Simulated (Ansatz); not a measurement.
# InCl (SMILES [Cl][In]) at HSE06/STO-3G

Aim: the electronic atomisation energy of InCl at HSE06/STO-3G, from 3 runs. 

The calculation is run with Ansatz 0.2.0.

34 further runs of the same task are left out: 5 that didn't finish, 29 set aside as unsound or not needed.

### Step 1. The molecule

The species is InCl (2 atoms), meant as a singlet with charge 0. As SMILES, `[Cl][In]`. The shape comes from GFN2-xTB, which is rough for such elements, and wasn't checked as a minimum.

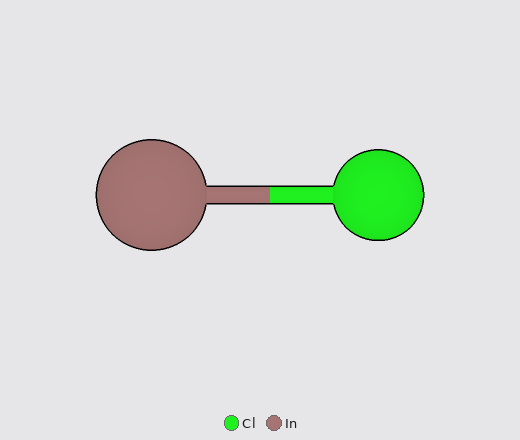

Viewed from a chosen angle; chlorine green, indium brown.

### Step 2. The energy at HSE06/STO-3G

input.yaml

```yaml
crystal:
  periodic: [false, false, false]
  atoms:
    - {symbol: Cl, position_ang: [0.000000, 0.000000, 0.000000]}
    - {symbol: In, position_ang: [0.000000, 0.000000, 2.385660]}
basis:
  gaussian:
    orbitals: STO-3G
hamiltonian:
  xc: {name: HSE06}
accuracy: high
```

Launch:

```console
$ ansatz run input.yaml --threads 1 --pin off --max-ram 2610MiB --events-out events.jsonl --progress --plain --runs-dir runs
```

Output:

```text
Warning: RAYON_NUM_THREADS=1 ignored (pool sized by the plan → 1); use --threads N
Functional definition: HSE06
  name "HSE06"
  parameter a = 0.25
  parameter omega = 0.11/bohr
  exchange = pbe_x - a*pbe_x_sr(omega) + a*exact_x_sr(omega)
  correlation = pbe_c
637 factors; integrals over basis functions are off by at most 7.3e-9 eV
49 factors; integrals over basis functions are off by at most 8.1e-10 eV
mean field evaluation 1: about -167068.6063 eV, gradient 9.6e0 eV
mean field evaluation 2: about -167068.0097 eV, gradient 1.6e1 eV
mean field evaluation 4: about -167069.4267 eV, gradient 2.7e-2 eV
mean field evaluation 8: about -167069.4316 eV, gradient 1.1e-4 eV
mean field evaluation 16: about -167069.4316 eV, gradient 1.1e-8 eV
mean field -167069.43161165 eV, -6139.6883680001 hartree, gradient 1.1e-8 eV, S^2 0.000000; 0 other end points of the search recorded, 0 dependent functions left out
reference -167069.43161330 eV, -6139.6883680609 hartree; 33, 33 occupied and 3, 3 virtual orbitals, 637 factors
Total energy: -167069.43161330 eV, -6139.6883680609 hartree
```

Wall time 1.6 s (1 thread of Arm Neoverse V2, shared host); peak memory 0.12 GiB.

### Step 3. The Cl atom at the same level

molecule.yaml

```yaml
crystal:
  periodic: [false, false, false]
  atoms:
    - {symbol: Cl, position_ang: [0.000000, 0.000000, 0.000000]}
basis:
  gaussian:
    orbitals: STO-3G
magnetization:
  spin_polarized: true
  initial_magnetization: 1
hamiltonian:
  xc: {name: HSE06}
accuracy: high
```

Run the same way, it converges to -454.98149 Eh (log not shown).

### Step 4. The In atom

job.yaml

```yaml
crystal:
  periodic: [false, false, false]
  atoms:
    - {symbol: In, position_ang: [0.000000, 0.000000, 0.000000]}
basis:
  gaussian: {orbitals: STO-3G}
magnetization: {spin_polarized: true, initial_magnetization: 1}
hamiltonian: {xc: {name: HSE06}}
accuracy: high
```

Run the same way, it converges to -5684.46627 Eh (log not shown).

### Step 5. Outcome

Level: HSE06/STO-3G.

| quantity | value |
| --- | --- |
| molecule: total energy | -6139.68837 Eh |
| Cl atom: total energy | -454.98149 Eh |
| Cl atom: ⟨S²⟩ | 0.750 |
| In atom: total energy | -5684.46627 Eh |
| In atom: ⟨S²⟩ | 0.750 |
| electronic atomisation energy | 6.547 eV |

What this shows: Taking the molecule apart into free atoms costs 6.55 eV (151 kcal/mol), before zero-point energy and without spin-orbit coupling. In a minimal basis such a difference can be off by several eV, whatever the method. Relativity is left out (molecule) although the molecule holds a heavy atom. Relativity is left out (In atom) although the molecule holds a heavy atom.
